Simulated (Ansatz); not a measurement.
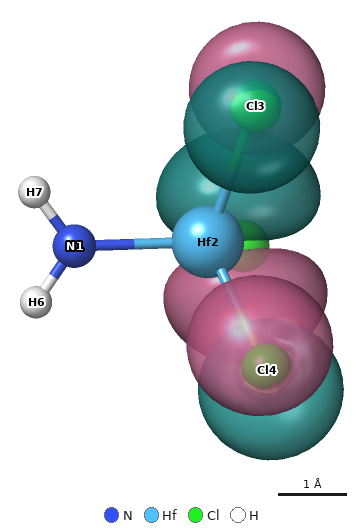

Figure. Cl$_{3}$H$_{2}$HfN (SMILES [NH2][Hf]([Cl])([Cl])[Cl]). The HOMO−1 at ±0.08 Å⁻³ᐟ² (teal and pink are the two phases), seen across its widest extent.

Geometry: PBE0-D4/def2-TZVP; core potentials replace the inner electrons of Hf.

Level of theory: RKS PBE0-D4/def2-TZVPP (Ansatz 0.2.0).

```yaml
atoms:
  - { symbol: N, position_ang: [-0.5662, 0.7274, 0.8845] }
  - { symbol: Hf, position_ang: [0.3138, -0.4253, -0.4854] }
  - { symbol: Cl, position_ang: [1.9132, -1.7022, 0.6398] }
  - { symbol: Cl, position_ang: [-1.3617, -1.6860, -1.5187] }
  - { symbol: Cl, position_ang: [1.3383, 0.9406, -2.0896] }
  - { symbol: H, position_ang: [-1.4653, 1.1795, 0.7848] }
  - { symbol: H, position_ang: [-0.1721, 0.9660, 1.7847] }
```

### What is the character of this orbital?

Its weight (Hirshfeld) is mainly on Cl5 (about 50 %), Cl4 (about 25 %) and Cl3 (about 20 %); largely a combination of lone pairs on Cl5, Cl4 and Cl3. Its energy is −9.26 eV.
